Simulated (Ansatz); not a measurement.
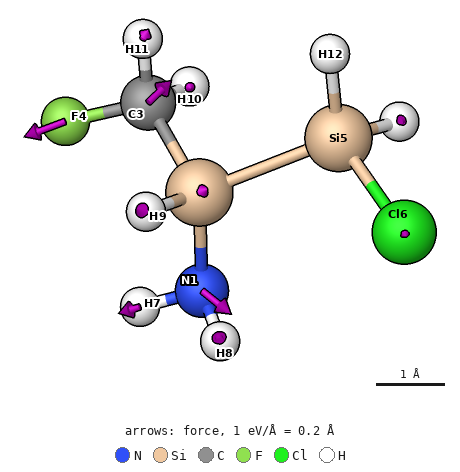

Starting geometry of CH₇ClFNSi₂ with the computed forces as purple arrows. The picture is a ball-and-stick view, seen at a tilt.

The run prepares an end point of a later path (inversion) calculation, from a guessed geometry.

Theory: RKS PBE-D4/def2-SVP (Ansatz 0.2.0).

The input:
```yaml
crystal:
  periodic: [false, false, false]
  atoms:
    - { symbol: "N", position_ang: [-1.6036, -0.9274, 0.5318] }
    - { symbol: Si, position_ang: [-0.3618, -0.1451, -0.3318] }
    - { symbol: C, position_ang: [1.06, -1.2687, -0.562] }
    - { symbol: F, position_ang: [0.7541, -2.3969, -1.1826] }
    - { symbol: Si, position_ang: [0.4855, 1.7819, 0.6457] }
    - { symbol: Cl, position_ang: [-1.0142, 3.1778, 0.9387] }
    - { symbol: H, position_ang: [-1.8685, -1.7543, 0.0568] }
    - { symbol: H, position_ang: [-2.4475, -0.2824, 0.4499] }
    - { symbol: H, position_ang: [-0.9469, 0.2205, -1.6042] }
    - { symbol: H, position_ang: [1.5358, -1.5667, 0.431] }
    - { symbol: H, position_ang: [1.866, -0.8211, -1.1443] }
    - { symbol: H, position_ang: [1.5306, 2.4255, -0.1927] }
    - { symbol: H, position_ang: [1.0309, 1.5221, 1.9786] }
basis:
  gaussian: { orbitals: def2-SVP }
hamiltonian:
  xc: pbe
  dispersion: d4
relax:
  f_tol: 0.015
  max_steps: 40
```

Command:
```bash
ansatz run input.yaml --threads 2 --pin off --max-ram 3072MiB --backend cpu --events-out ev --progress --plain --runs-dir out
```

> Is this structure relaxed? If not, where do the atoms go?

It isn't relaxed: the largest force vector, on F4, is 3.49 eV/Å. The final displacements have little in common with the starting forces (cosine between the two patterns 0.14). The largest move after the best rigid fit is that of Cl6, 0.59 Å. By element the largest moves are Cl 0.59 Å, H 0.54 Å, F 0.27 Å, Si 0.23 Å, N 0.23 Å, C 0.19 Å. Some distances before and after: Si2–C3 1.827 → 1.911 Å, C3–F4 1.323 → 1.403 Å, Si2–H9 1.447 → 1.515 Å, N1–Si2 1.703 → 1.745 Å. Bond angles that change, for instance: N1–Si2–Si5 115.7° → 103.3°, N1–Si2–H9 105.5° → 117.6°, Si2–N1–H8 105.1° → 117.1°. After 15 accepted moves (16 points after the start) the energy has fallen by 14.8 kcal/mol. The largest force component goes from 2.8 to 0.013 eV/Å. The line search rejected the trial step at point 3 of the run.
